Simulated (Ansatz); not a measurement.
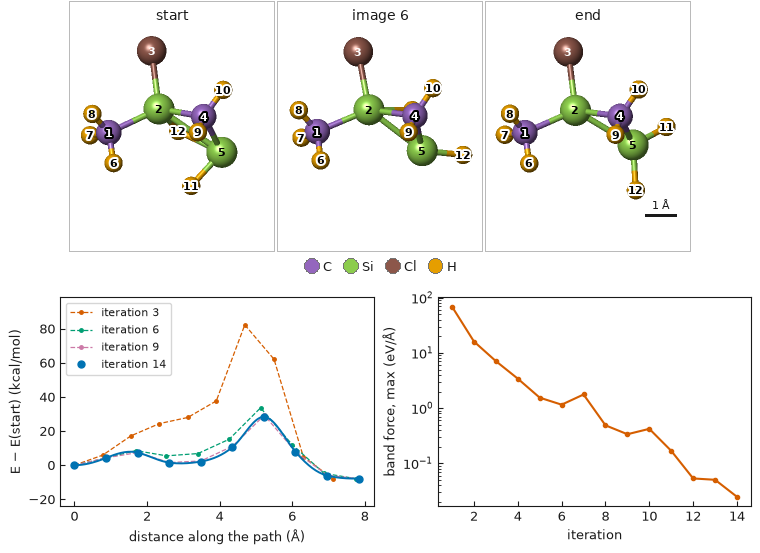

NEB run on C2H7ClSi2. Images are numbered from 0 (start) to 9 (end). The plot follows the band through its iterations. A ball-and-stick model, seen face on.

All numbers below come from RKS PBE0-D4/6-31G* in Ansatz 0.2.0. Set-up: 8 movable images; no climbing image; force threshold 0.03 eV/Å; iteration limit 60; starting path through a guess of the saddle point.

**Did the band converge, and can the barrier be trusted?**

The run is converged, with reservations. The band converged in 14 iterations. The largest component of the band force went from 69 to 0.025 eV/Å. No image climbed, so the highest image needn't lie on the saddle point, and the true maximum along this path can be higher. The first iteration put the highest image at 497.5 kcal/mol. Forward barrier 28.4 kcal/mol, backward barrier 36.2 kcal/mol, with image 6 at the top; the reaction energy is −7.9 kcal/mol.

Cost: 2.8 min on 2 threads of AMD EPYC 9B45 (Zen 5), with other jobs on the host, peak memory 0.26 GiB.
